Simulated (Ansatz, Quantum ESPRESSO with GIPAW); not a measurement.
# Reading a 13C spectrum of Na2CO3

A crystal of composition Na2CO3 (one database entry, not always the ambient form) has the 13C spectrum and parameters below, calculated by GIPAW (PBEsol; shifts against TMS, scatter of the reference line 0.8 ppm; spans on the shift scale).

Simulated spectrum, 13C MAS at 15 kHz, 9.4 T (100.7 MHz), lines broadened by 0.8 ppm; rigid lattice, with dipolar and J couplings left out: a single narrow line at 169.0 ppm.

```tsv
line	δ_iso (ppm)	relative area	span (ppm)	skew
A	169.0	1	70.9	1.00
```

What coordination and symmetry does each C site have?

A: skew ±1 point to an axis of order three or more.  The structure behind these values (space group P6_3/mmc; other structures could give like values):

```tsv
line	surroundings	neighbours	bonds (Å)	site symmetry
A	CO3	3	1.289	-6m2
```

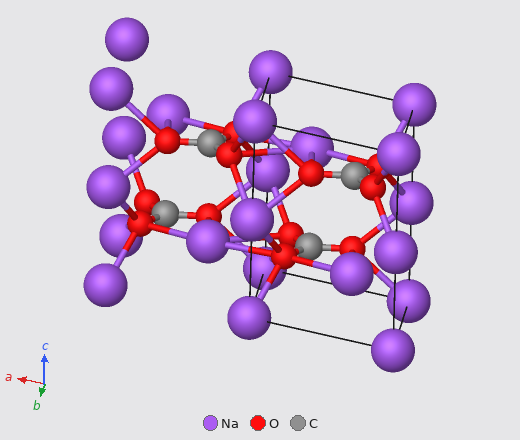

The structure (sodium purple, oxygen red, carbon grey). Bonds to atoms that aren't drawn are left out. 2×1×1 cells are drawn. Some periodic images of atoms are drawn too.

[Banner, clock, file and message-heading lines were taken out of the pw.x and gipaw.x logs.]

[Logs are printed without paths, hosts, clocks, repeated set-up lines and the standing remarks that a program may print on its own settings, such as how far it seeks lower states.]

[Hosts, paths, dates, database ids (printed as entryN), source tags and the programs' standing remarks are cut or masked in the printed files.]
